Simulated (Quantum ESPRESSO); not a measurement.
# FePt (Tetraferroplatinum): parallel and opposed starts

Aim: find out which collinear order of FePt (Tetraferroplatinum) costs least.

Main program and level: Quantum ESPRESSO 7.5; PBEsol; plane waves with GBRV 1.5 PBEsol potentials, no spin-orbit coupling.

## 1. Starting point

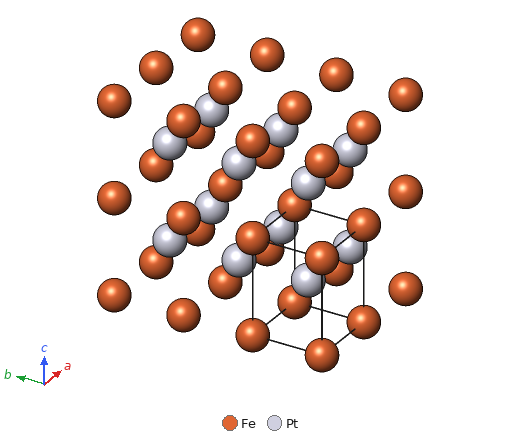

The cell as given, from a free direction (iron orange, platinum light grey). 2×3×2 cells are drawn. Some periodic images of atoms are drawn too.

The cell comes from the Crystallography Open Database.

## 2. Run 1, typed as ferro +

The signs are those of the starting moments on the seeded atoms, the atoms that are given a moment.

Contents of pw.in:

```
&CONTROL
  calculation = 'scf'
  prefix = 'pwscf'
  outdir = './tmp'
  pseudo_dir = './pseudo'
  disk_io = 'nowf'
/
&SYSTEM
  ibrav = 0
  celldm(1) = 8
  nat = 2
  ntyp = 2
  ecutwfc = 40
  ecutrho = 280
  nbnd = 24
  occupations = 'smearing'
  smearing = 'fd'
  degauss = 0.00734986
  nspin = 2
  starting_magnetization(1) = 0.175
  starting_magnetization(2) = 0
/
&ELECTRONS
  conv_thr = 4d-09
  electron_maxstep = 150
  mixing_beta = 0.3
/
ATOMIC_SPECIES
Fe     55.8450 fe_pbesol_v1.5.uspp.F.UPF
Pt    195.0840 pt_pbesol_v1.4.uspp.F.UPF
CELL_PARAMETERS alat
   0.6433336375523    0.0000000000000    0.0000000000000
   0.0000000000000    0.6433336375523    0.0000000000000
   0.0000000000000    0.0000000000000    0.8787226479510
ATOMIC_POSITIONS crystal
Fe      0.0000000000    0.0000000000    0.0000000000
Pt      0.5000000000    0.5000000000    0.5000000000
K_POINTS automatic
10 10 10 0 0 0
```

The run is started by

```sh
> OMP_NUM_THREADS=1 mpirun -n 4 pw.x -nk 4 -in pw.in > pw.out
```

Then come: run 2 (antiferro q=(0,1/2,0) +−); run 3, typed as antiferro q=(0,0,1/2) +−; start 4: no spin polarisation; the states side by side; the lowest state again, with its states saved; löwdin moments.

Before running: what should come out for the largest site moment?

The two lowest states lie so close that the mesh, the smearing, the functional or spin–orbit coupling could swap them. Forming the moments gains more than four times the spread of the orders, as local moments do. The smearing terms TS of the orders run from 43 to 61 meV a seeded atom, so the differences would change at a smaller width: an order with a larger TS is lowered more by the smearing.

* lowest state found: antiferromagnetic (from antiferro q=(0,0,1/2) +-)
* largest site moment: 2.99 μB
* next state with moments: ferromagnetic, 0.481 meV a seeded atom higher
* state without moments: 737 meV a seeded atom higher

The largest moment reads 2.99 μB in the sphere and 3.06 μB by Löwdin projection; a site moment hangs on how space is shared out. Only these 4 starts were compared; other wavevectors, canted and longer-period orders were not. Energies are free energies at an electronic temperature of 1160 K, which lowers moments and differences where the moments are itinerant.

[Logs and program files are shortened in this print: banners, set-up blocks, solver, clock and traceback lines can be left out without a mark of their own.]

[Logs are printed without paths, hosts, clocks, repeated set-up lines and the standing remarks that a program may print on its own settings, such as how far it seeks lower states.]

[Hosts, paths, dates, database ids (printed as entryN), source tags and the programs' standing remarks are cut or masked in the printed files.]

[Where a cell is said to come from a database of computed structures, the database is the Materials Project.]
